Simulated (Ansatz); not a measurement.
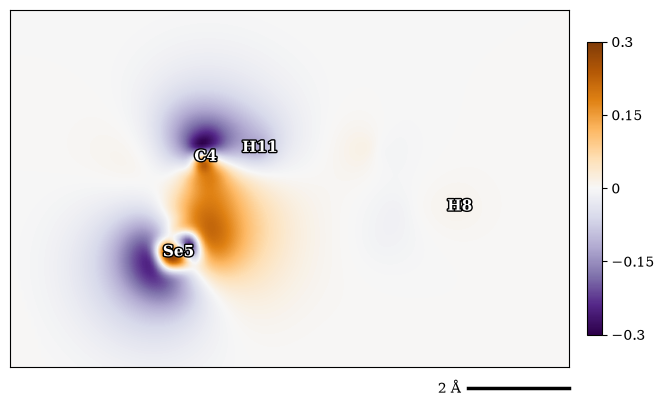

C₃H₆OSe. The HOMO on the plane of atoms Se5, C4 and H11 (values in Å⁻³ᐟ²; the overall sign is arbitrary).

At this geometry the atoms fall into two loosely joined parts.

Theory: RHF/def2-SVP in Ansatz 0.2.0.

```yaml
atoms:
  - { symbol: C, position_ang: [-1.6930, 0.8490, -0.8465] }
  - { symbol: O, position_ang: [-1.5111, -0.4532, -0.3782] }
  - { symbol: C, position_ang: [2.4745, -0.9782, 0.4424] }
  - { symbol: C, position_ang: [1.3444, -0.9951, 1.3355] }
  - { symbol: Se, position_ang: [2.3978, 0.6721, 1.3301] }
  - { symbol: H, position_ang: [-1.1374, 1.0353, -1.7697] }
  - { symbol: H, position_ang: [-1.3200, 1.5309, -0.0851] }
  - { symbol: H, position_ang: [-2.7484, 1.0761, -1.0211] }
  - { symbol: H, position_ang: [-1.8105, -1.0752, -1.0228] }
  - { symbol: H, position_ang: [1.4192, -1.5951, 2.2378] }
  - { symbol: H, position_ang: [0.3503, -0.9185, 0.9033] }
```

**Describe this orbital and give its energy.**

It lies mainly on Se5 (about 45 %), C3 (about 40 %) and C4 (about 10 %). Its energy is −9.33 eV.
